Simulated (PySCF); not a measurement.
# C₅H₁₂GaN: reorganisation energies

Wanted: reorganisation energies for C₅H₁₂GaN (`C#CC[N+](C)(C)[GaH3-]`).

Computed with PySCF 2.14.0 and routines of our own; the level stands in each step. Atoms count from 0.

## Step 1: The system as given

19 atoms, charge 0, multiplicity 1; geometry from: GFN2-xTB.

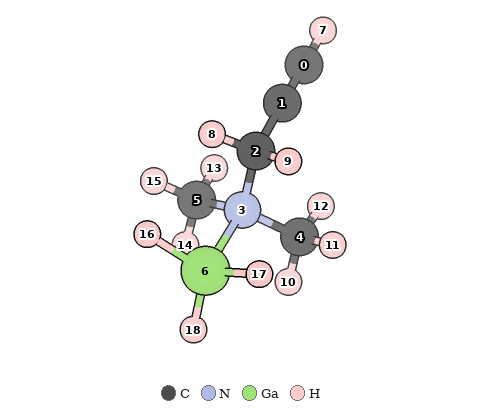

The starting geometry (carbon dark grey, nitrogen light blue, gallium green, hydrogen pink); sticks join atoms by distance alone.

## Step 2: Geometry optimisation at B3LYP/def2-SV(P)

The job: settings as JSON, then the geometry in Å.

```
{"job": {"xc": "B3LYP", "basis": "def2-SV(P)", "grid": 1, "kind": "geom"}, "charge": 0, "multiplicity": 1}
C      3.174249     0.059673    -0.132159
C      2.064516     0.506874    -0.095796
C      0.702100     0.998421    -0.049471
N     -0.308749    -0.065188     0.013711
C     -0.139539    -0.865580     1.221052
C     -0.238179    -0.913369    -1.170540
Ga    -2.162285     0.871474     0.071824
H      4.158172    -0.302868    -0.166322
H      0.495344     1.605822    -0.941008
H      0.569348     1.640765     0.831480
H     -0.942360    -1.604086     1.269236
H     -0.222301    -0.215400     2.094964
H      0.829821    -1.374256     1.234659
H      0.727333    -1.424075    -1.242634
H     -1.040994    -1.651949    -1.123406
H     -0.391822    -0.298421    -2.060202
H     -2.137266     1.658550    -1.250712
H     -2.029594     1.712438     1.354368
H     -3.117599    -0.329574     0.133494
```

Launch:

```console
$ OMP_NUM_THREADS=1 python excited_run.py task.json out
```

One launch serves the whole session: the jobs run in the order shown.

The program printed:

```text
step   0  E = -2176.85880887  max force = 0.020076
step   1  E = -2176.85989592  max force = 0.016831
step   2  E = -2176.86540860  max force = 0.007947
step   3  E = -2176.86618069  max force = 0.005198
step   4  E = -2176.86636122  max force = 0.003630
step   5  E = -2176.86647733  max force = 0.000634
step   6  E = -2176.86647987  max force = 0.000262
optimisation converged
```

It took 56 s on 1 thread of Intel Xeon Platinum 8375C at 2.90GHz, shared host; peak memory 0.69 GiB.

The steps of the relaxation:

| step | energy from step 0 (eV) | largest force component (eV/Å) |
| --- | --- | --- |
| 0 | 0.0000 | 1.0323 |
| 1 | -0.0296 | 0.8655 |
| 2 | -0.1796 | 0.4087 |
| 3 | -0.2006 | 0.2673 |
| 4 | -0.2055 | 0.1867 |
| 5 | -0.2087 | 0.0326 |
| 6 | -0.2087 | 0.0135 |

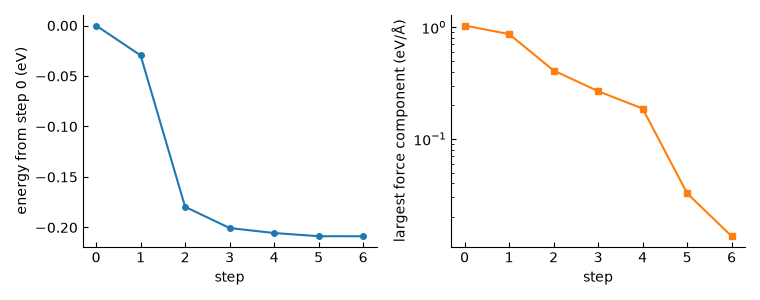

Energy and largest force along the relaxation.

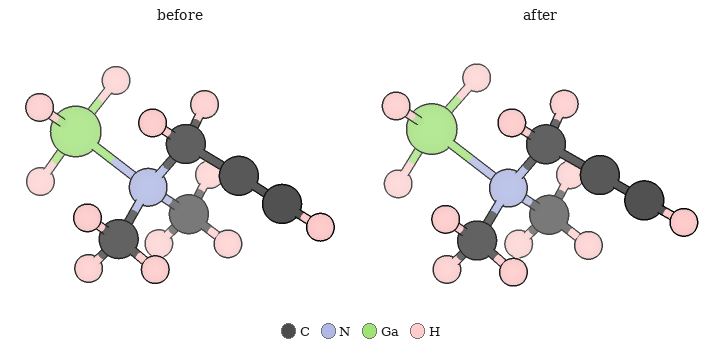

The geometry before (left) and after (right).

Distances of close pairs at the start and the end, largest changes first:

| bond | before (Å) | after (Å) | change (Å) |
| --- | --- | --- | --- |
| N3–Ga6 | 2.078 | 2.206 | +0.128 |
| Ga6–H18 | 1.536 | 1.591 | +0.056 |
| Ga6–H16 | 1.539 | 1.594 | +0.054 |
| Ga6–H17 | 1.539 | 1.593 | +0.054 |
| C0–H7 | 1.049 | 1.075 | +0.026 |
| C1–C2 | 1.449 | 1.469 | +0.020 |
| C2–N3 | 1.469 | 1.488 | +0.019 |
| N3–C5 | 1.458 | 1.477 | +0.019 |

The end geometry stands in the next job.

| at the end point | value |
| --- | --- |
| point group (found at 0.08 Å tolerance) | Cs |
| rotational constants (GHz, main isotopes) | 3.756, 0.846, 0.815 |
| dipole moment (D) | 4.63 |

## Step 3: Relaxation after adding or removing an electron (C₅H₁₂GaN+ (doublet)): UKS B3LYP/def2-SV(P)

The job: settings as JSON, then the geometry in Å.

```
{"job": {"kind": "ionopt", "ions": [1], "xc": "B3LYP", "basis": "def2-SV(P)", "grid": 1}, "charge": 1, "multiplicity": 2}
C      5.752781    -1.321351    -0.610845
C      4.603365    -0.940579    -0.579774
C      3.209552    -0.477407    -0.541139
N      2.188550    -1.559014    -0.492191
C      2.322804    -2.373578     0.732591
C      2.243554    -2.409824    -1.698427
Ga     0.217115    -0.570880    -0.443163
H      6.776457    -1.648938    -0.639402
H      2.994498     0.142303    -1.428608
H      3.052258     0.167983     0.340079
H      1.503416    -3.108358     0.764828
H      2.241960    -1.721181     1.616394
H      3.293878    -2.903591     0.757559
H      3.212044    -2.940087    -1.771626
H      1.425699    -3.145745    -1.654359
H      2.102661    -1.784235    -2.593943
H      0.316984     0.215996    -1.825228
H      0.410104     0.270562     0.896216
H     -0.699778    -1.870353    -0.385011
```

With the program's defaults for keys left out, this is: UKS B3LYP/def2-SV(P) geometry optimisation of the ion from the geometry of its parent, gas phase.

The program printed:

```text
step       E/Eh        max force   <S^2>
  0   -2176.51658941   0.038325   0.7577
  1   -2176.52999958   0.019338   0.7595
  2   -2176.53656210   0.019278   0.7600
  3   -2176.53776647   0.017458   0.7541
  4   -2176.54243224   0.004263   0.7580
  5   -2176.54267806   0.003501   0.7578
  6   -2176.54290368   0.003257   0.7576
  7   -2176.54304760   0.002759   0.7577
  8   -2176.54323628   0.002211   0.7578
  9   -2176.54332689   0.001643   0.7578
 10   -2176.54336057   0.000651   0.7579
 11   -2176.54336836   0.000360   0.7579
optimisation converged
```

Run time: 3.1 min. Hardware: 1 thread of Intel Xeon Platinum 8375C at 2.90GHz, shared host; peak memory 0.7 GiB.

In short:

| quantity | value |
| --- | --- |
| geometry moved (RMSD) | 0.246 Å |
| ⟨S²⟩ | 0.758 |

Bonds of the start that changed most:

| bond | start (Å) | end (Å) |
| --- | --- | --- |
| N3–Ga6 | 2.206 | 2.052 |
| Ga6–H17 | 1.593 | 1.681 |
| Ga6–H16 | 1.593 | 1.679 |
| Ga6–H18 | 1.591 | 1.548 |
| C2–N3 | 1.488 | 1.515 |
| N3–C5 | 1.477 | 1.498 |

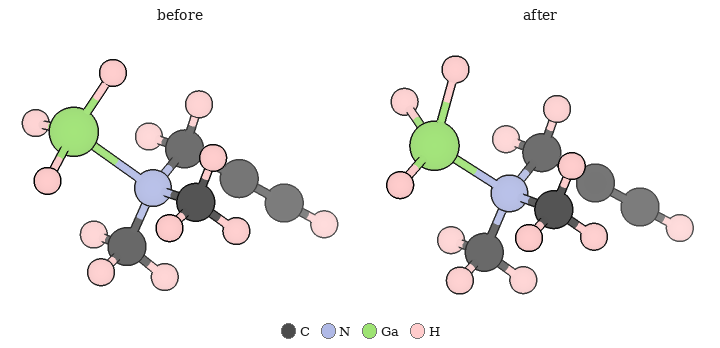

Before and after.

Mulliken spin populations:

C0 0.01; C1 0.00; C2 0.01; N3 -0.01; C4 0.00; C5 0.00; Ga6 0.21; H7 0.00; H8 0.00; H9 0.00; H10 0.00; H11 0.00; H12 0.00; H13 0.00; H14 0.00; H15 0.00; H16 0.40; H17 0.41; H18 -0.02

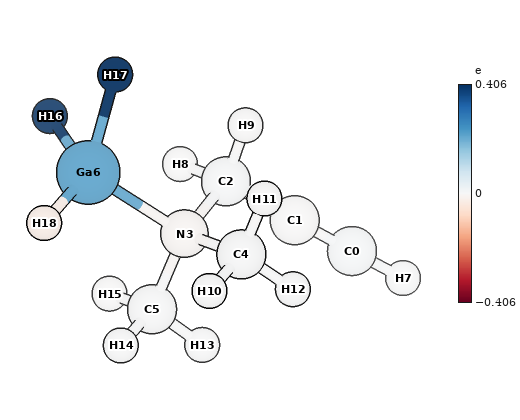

Mulliken spin populations, as colours on the atoms.

## Step 4: Reorganisation energies: UKS B3LYP/def2-SV(P)

The job, as its differences from that of step 3:

```diff
@@ -1,2 +1,2 @@
-{"job": {"kind": "ionopt", "ions": [1], "xc": "B3LYP", "basis": "def2-SV(P)", "grid": 1}, "charge": 1, "multiplicity": 2}
+{"job": {"kind": "reorg", "ions": [1], "xc": "B3LYP", "basis": "def2-SV(P)", "grid": 1}, "charge": 0, "multiplicity": 1}
 C      5.752781    -1.321351    -0.610845
```

Level: UKS B3LYP/def2-SV(P) four-point reorganisation energy, gas phase.

The program printed:

```text
final grid: 68104 points
cycle   1  E = -2176.8114895308  dE = -1.022e-01  |g| = 5.597e-01  |ddm| = 4.368e+00
cycle   2  E = -2176.8050369422  dE =  6.453e-03  |g| = 6.363e-01  |ddm| = 9.924e-01
cycle   3  E = -2176.8633644204  dE = -5.833e-02  |g| = 1.113e-01  |ddm| = 4.781e-01
cycle   4  E = -2176.8652626214  dE = -1.898e-03  |g| = 6.973e-02  |ddm| = 1.493e-01
cycle   5  E = -2176.8664434712  dE = -1.181e-03  |g| = 1.244e-02  |ddm| = 6.281e-02
cycle   6  E = -2176.8664741960  dE = -3.072e-05  |g| = 4.853e-03  |ddm| = 1.681e-02
cycle   7  E = -2176.8664794918  dE = -5.296e-06  |g| = 1.308e-03  |ddm| = 5.210e-03
cycle   8  E = -2176.8664798604  dE = -3.686e-07  |g| = 2.066e-04  |ddm| = 1.247e-03
cycle   9  E = -2176.8664798704  dE = -9.997e-09  |g| = 3.293e-05  |ddm| = 2.759e-04
cycle  10  E = -2176.8664798706  dE = -2.146e-10  |g| = 1.792e-05  |ddm| = 5.606e-05
converged SCF energy = -2176.8664798706

hole transfer: vertical 9.4844 eV, relaxation of the ion converged
  adiabatic 8.7923 eV, lambda(ion) 0.6921, lambda(parent) 1.4906, total 2.1827 eV
```

Wall time 5.2 s (1 thread of Intel Xeon Platinum 8375C at 2.90GHz, shared host); peak memory 0.69 GiB.

## Step 5: What came out

| quantity | value |
| --- | --- |
| point group | Cs |
| rotational constants (main isotopes) | 3.76, 0.85, 0.81 GHz |
| geometry moved (RMSD) (step 3, UKS B3LYP/def2-SV(P)) | 0.246 Å |
| hole reorganisation energy (step 4, UKS B3LYP/def2-SV(P)) | 2.1827 eV |

**Reading.** The optimisation took 6 steps and gained 0.209 eV; among the close pairs (by a distance rule), N3–Ga6 changed most, from 2.078 to 2.206 Å. In step 3 (relaxation after adding or removing an electron), among the bonds N3–Ga6 changes most, from 2.206 to 2.052 Å. Steps that list no spin-orbit terms leave them out, which matters at and beside the heavy atoms.
